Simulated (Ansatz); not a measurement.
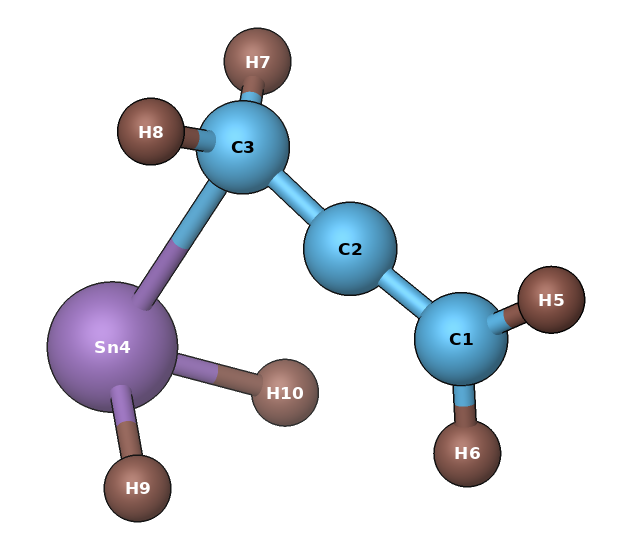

Numbered structure. The geometry was computed by an optimisation with PBE0-D4/def2-TZVP. No frequency run is at hand to confirm it as a minimum.

Question: How are the neighbours of atom 1 arranged?

Answer: C1 has 3 neighbours (C2 at 1.30, H5 at 1.09, H6 at 1.08 Å); the arrangement is trigonal planar.

Question: Describe the coordination of atom 4.

Answer: Sn4 has 3 neighbours (C3 at 2.57, H9 at 1.77, H10 at 1.77 Å); the arrangement is trigonal pyramidal.

Question: What is the geometry at C2?

Answer: C2 has 2 neighbours (C1 at 1.30, C3 at 1.32 Å); the arrangement is linear.
